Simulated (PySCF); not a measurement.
SMILES O=C(OC)Oc1ccc(cc1)C=C at its GFN2-xTB optimised geometry (Å):

```
23

C      4.4320    -1.3234     0.5980
C      3.3630    -1.9005     0.0622
C      1.9983    -1.3880     0.0693
C      1.6245    -0.2220     0.7371
C      0.3200     0.2327     0.7200
C     -0.6418    -0.4786     0.0173
O     -1.9887    -0.1320    -0.0235
C     -2.3868     1.1406     0.0000
O     -1.6991     2.1200     0.0026
O     -3.7226     1.1406     0.0000
C     -4.3331     2.4240     0.0000
C     -0.2964    -1.6482    -0.6493
C      1.0080    -2.0938    -0.6185
H      4.3904    -0.3781     1.1109
H      5.4036    -1.7828     0.5376
H      3.4814    -2.8493    -0.4471
H      2.3600     0.3418     1.2885
H      0.0555     1.1373     1.2423
H     -5.4036     2.2427    -0.0439
H     -4.0736     2.9702     0.9092
H     -4.0048     3.0034    -0.8651
H     -1.0615    -2.1925    -1.1799
H      1.2690    -3.0034    -1.1399
```

Computed with B3LYP/def2-SVP run with PySCF. Cells within 0.4 Å of a nucleus heavier than hydrogen are left out (blank, or x).

Map of the Laplacian of the electron density (e/bohr⁵) on the plane z = 0.0 Å:

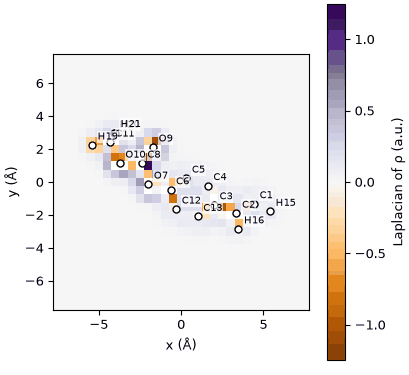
Laplacian of the electron density (e/bohr⁵) on the plane z = 0.0 Å.
